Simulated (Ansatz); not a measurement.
CH5FNOSTa

Input file:

```
crystal:
  periodic: [false, false, false]
  atoms:
    - {symbol: C, position_ang: [0.627211, -1.472579, -1.420931]}
    - {symbol: O, position_ang: [-0.206824, -0.634221, -0.665310]}
    - {symbol: Ta, position_ang: [-0.454872, 1.016282, 0.168002]}
    - {symbol: N, position_ang: [-0.526499, 0.751947, 2.112775]}
    - {symbol: F, position_ang: [-2.070311, 1.753041, -0.460814]}
    - {symbol: S, position_ang: [1.230495, 2.323362, -0.212431]}
    - {symbol: H, position_ang: [1.521427, -0.932967, -1.742412]}
    - {symbol: H, position_ang: [0.922553, -2.332769, -0.815075]}
    - {symbol: H, position_ang: [0.081939, -1.827116, -2.298692]}
    - {symbol: H, position_ang: [0.048386, 1.235137, 2.786001]}
    - {symbol: H, position_ang: [-1.108204, 0.062882, 2.569187]}
basis:
  gaussian: {orbitals: def2-TZVPP}
hamiltonian: {xc: pbe0, dispersion: d4}
output: {orbitals: {seedname: orbitals}}
```

Launched as:

```sh
ansatz run in.yaml --threads 2 --pin off --events-out ev --progress --plain --max-ram 22528MiB --backend cuda --devices 0, --max-vram 18GiB
```

Geometry: PBE0-D4/def2-TZVP; core potentials replace the inner electrons of Ta.

The calculation used RKS PBE0-D4/def2-TZVPP in Ansatz.

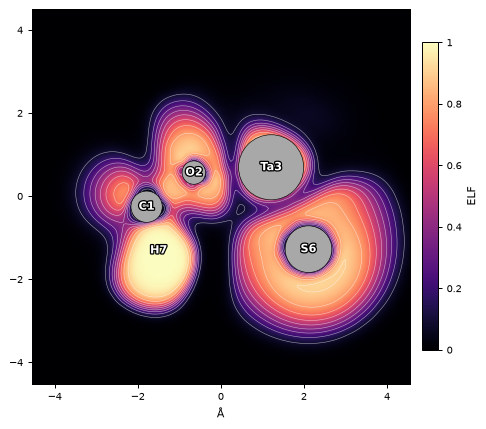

Figure 1. ELF on the plane of atoms O2, Ta3 and S6. Grey discs cover the atomic cores.

What do the fields say about this system?

- The section cuts through C, O, Ta, S and H sites.
- C–O (1.40 Å): the ELF peaks at about 0.85 between the atoms: a polar covalent bond.
- Ta–O (1.87 Å): the ELF peaks at about 0.80 in the valence shell of O, 0.5 Å from its nucleus, and drops to about 0.25 between the two atoms.
- Ta–S (2.17 Å): the ELF peaks at about 0.75 in the valence shell of S, 0.8 Å from its nucleus, and is about 0.50 at the midpoint.
- C–H (1.09 Å): the ELF climbs to about 1 towards the hydrogen, as it does in any bond to H (an ordinary covalent bond to hydrogen).

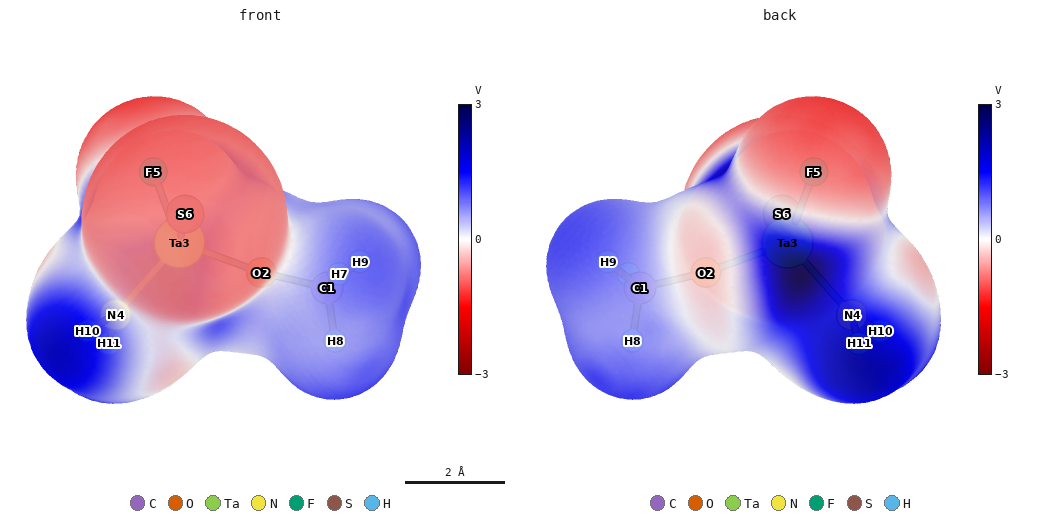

Figure 2. The electrostatic potential painted on the density surface at 0.002 e/bohr³, seen from the front and from behind; red is negative and blue positive.

Describe the electrostatic potential map.

The most negative region (about −1.1 V, or −25 kcal/mol for a unit charge) lies over F5, the most positive (about +2.7 V, or +62 kcal/mol for a unit charge) over Ta3.

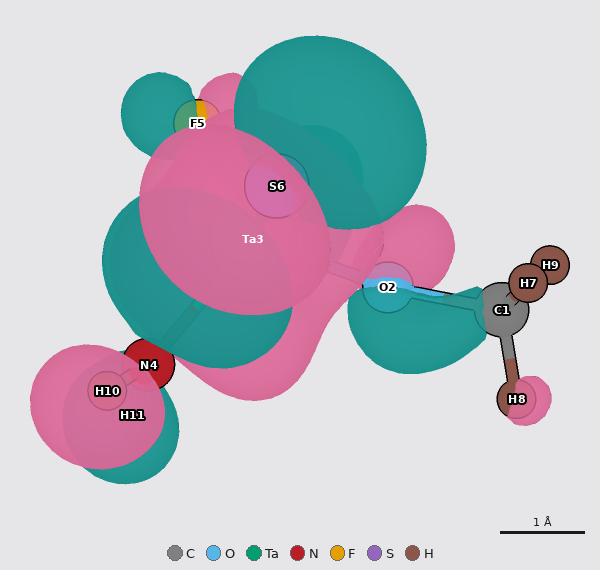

Figure 3. One frontier orbital at ±0.06 Å⁻³ᐟ² (teal and pink are the two phases), seen at a tilt.

Which orbital is it: HOMO or LUMO?

The LUMO, at −1.28 eV. It lies mainly on Ta3 (about 60 %) and S6 (about 20 %).

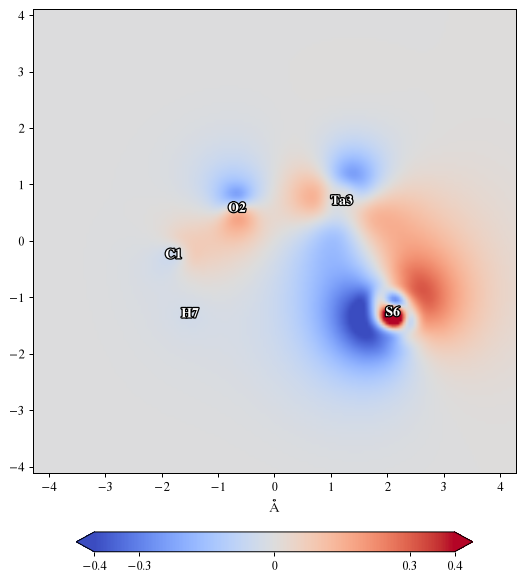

Figure 4. The HOMO on the plane of atoms C1, O2 and Ta3 (values in Å⁻³ᐟ²; the overall sign is arbitrary).

What is the character of this orbital?

Its weight (Hirshfeld) is mainly on S6 (about 75 %) and Ta3 (about 20 %). Its energy is −7.40 eV.
